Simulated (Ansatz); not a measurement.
C$_{2}$H$_{11}$NSi$_{2}$ (SMILES C[SiH2]CN[SiH3])

The calculation's input:

```
crystal:
  periodic: [false, false, false]
  atoms:
    - { symbol: C, position_ang: [-0.6448, -2.2977, -0.2419] }
    - { symbol: Si, position_ang: [0.8539, -1.2483, -0.1634] }
    - { symbol: C, position_ang: [0.5983, 0.4699, -0.9191] }
    - { symbol: "N", position_ang: [-0.4019, 1.2537, -0.3255] }
    - { symbol: Si, position_ang: [-0.4591, 2.0438, 1.1673] }
    - { symbol: H, position_ang: [-0.5336, -3.2398, 0.1525] }
    - { symbol: H, position_ang: [-1.0045, -2.3603, -1.2847] }
    - { symbol: H, position_ang: [-1.4644, -1.7695, 0.3091] }
    - { symbol: H, position_ang: [1.9442, -1.931, -0.8591] }
    - { symbol: H, position_ang: [1.3085, -1.1336, 1.2752] }
    - { symbol: H, position_ang: [0.401, 0.3236, -1.9486] }
    - { symbol: H, position_ang: [1.5883, 1.0422, -0.8401] }
    - { symbol: H, position_ang: [-0.8122, 1.9667, -1.0225] }
    - { symbol: H, position_ang: [-0.2887, 1.0643, 2.2739] }
    - { symbol: H, position_ang: [0.6452, 3.0139, 1.1381] }
    - { symbol: H, position_ang: [-1.7532, 2.7794, 1.333] }
basis:
  gaussian: { orbitals: def2-SVP }
hamiltonian:
  xc: pbe0
relax:
  f_tol: 0.015
  max_steps: 40
output:
  orbitals: {}
```

Launched as:

```sh
ansatz run input.yaml --threads 2 --pin off --max-ram 3072MiB --backend cpu --events-out ev --progress --plain --runs-dir out
```

The fields are those of the relaxed geometry.

These are results of RKS PBE0/def2-SVP in Ansatz 0.2.0, not measurements.

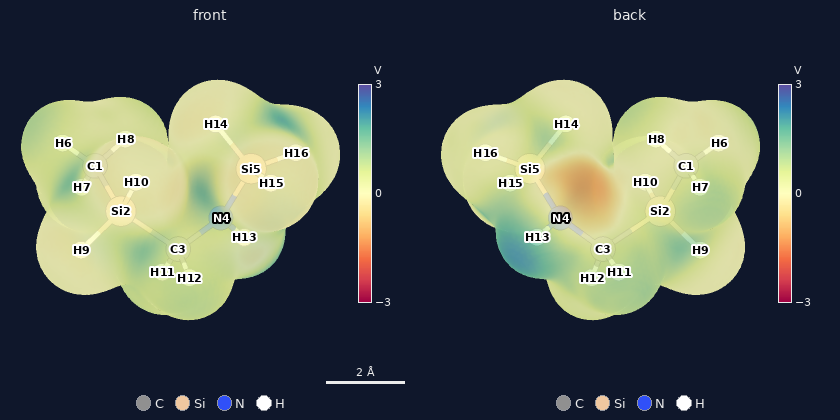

Figure 1. The electrostatic potential painted on the density surface at 0.004 e/bohr³, seen from the front and from behind; red is negative and blue positive.

Which sites attract a positive test charge, and which a negative one?

A positive charge is drawn to the negative regions and a negative charge to the positive ones. The most negative region (about −1.2 V) lies over N4, the most positive (about +2.1 V) over H13. N4 is the likeliest acceptor of a hydrogen bond.

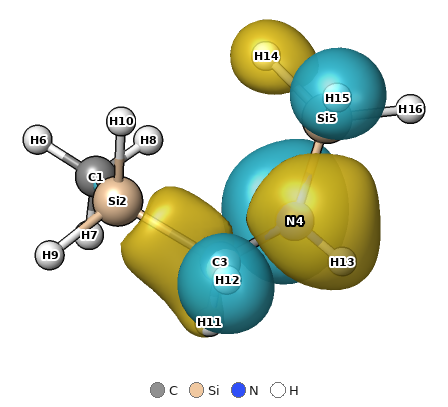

Figure 2. The HOMO at ±0.1 Å⁻³ᐟ² (yellow and cyan are the two phases), seen at a tilt.

Describe this orbital and give its energy.

By Hirshfeld shares it lies mainly on N4 (about 55 %), C3 (about 10 %) and H12 (about 5 %). Its energy is −6.62 eV.

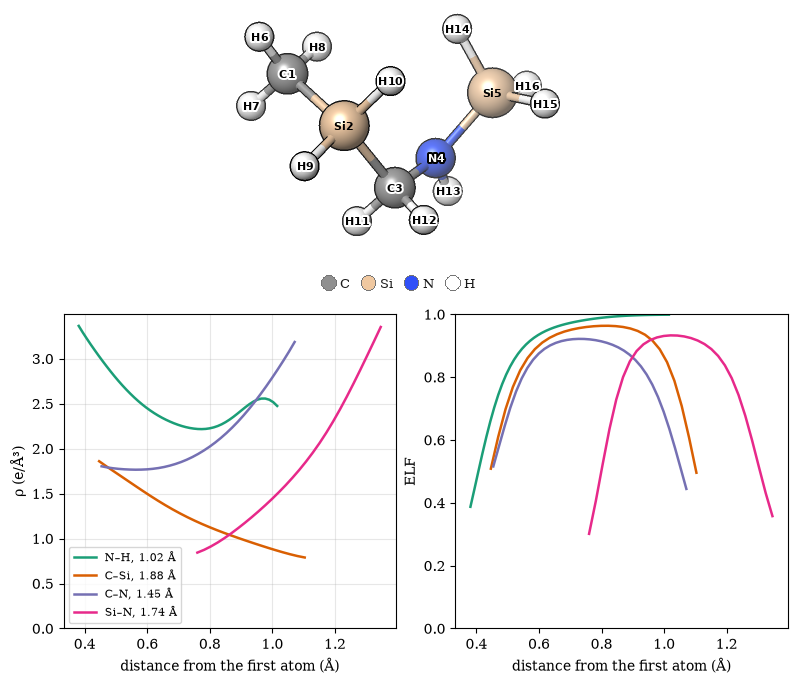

Figure 3. Total electron density and electron localisation function along straight lines between neighbouring atoms. The curves leave out the atomic cores. The structure is drawn too.

What can be read from the curves?

N–H (1.02 Å): ρ at the midpoint is about 2.8 e/Å³; the ELF climbs to about 1 towards the hydrogen, as it does in any bond to H (an ordinary covalent bond to hydrogen).
C–Si (1.88 Å): ρ at the midpoint is about 0.95 e/Å³; the ELF peaks at about 0.95 between the atoms; localised, covalent bonding.
C–N (1.45 Å): ρ is about 1.9 e/Å³ halfway; the ELF peaks at about 0.90 between the atoms; localised, covalent bonding.
Si–N (1.74 Å): ρ at the midpoint is about 1.1 e/Å³; the ELF peaks at about 0.95 between the atoms: a shared but strongly polarised pair.

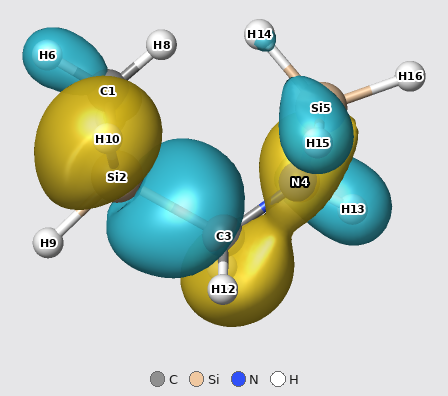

Figure 4. The HOMO−1 at ±0.1 Å⁻³ᐟ² (yellow and cyan are the two phases), seen at a tilt.

Describe this orbital and give its energy.

It lies mainly on C3 (about 30 %), Si2 (about 20 %), H10 (about 15 %), N4 (about 10 %) and H11 (about 10 %). Its energy is −8.64 eV.
